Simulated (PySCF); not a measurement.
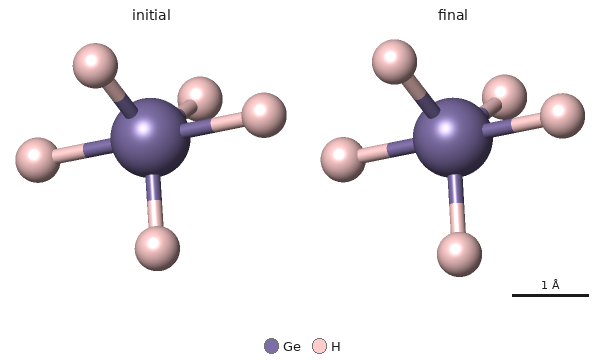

The structure of GeH5 (charge −1) before (left) and after (right) a relaxation, at one scale.

The picture is a ball-and-stick view, seen at a tilt.

The start comes from GFN2-xTB.

These are results of PySCF 2.14.0, density-fitted response routines, PBE0-D3(BJ)/def2-SVP geometry optimisation, gas phase, not measurements. 

Summarise the run.

Answer. The atom that moves furthest after the best rigid fit is an H atom (0.081 Å). By element the largest moves are H 0.081 Å, Ge 0.007 Å. Among the contacts that change: Ge–H 1.515 → 1.594 Å, Ge–H 1.782 → 1.719 Å. Over 5 geometry steps the energy falls by 2.67 kcal/mol. The largest force component goes from 1 to 0.0022 eV/Å.

Limits of the set-up: the basis has no diffuse functions, which an anion needs.
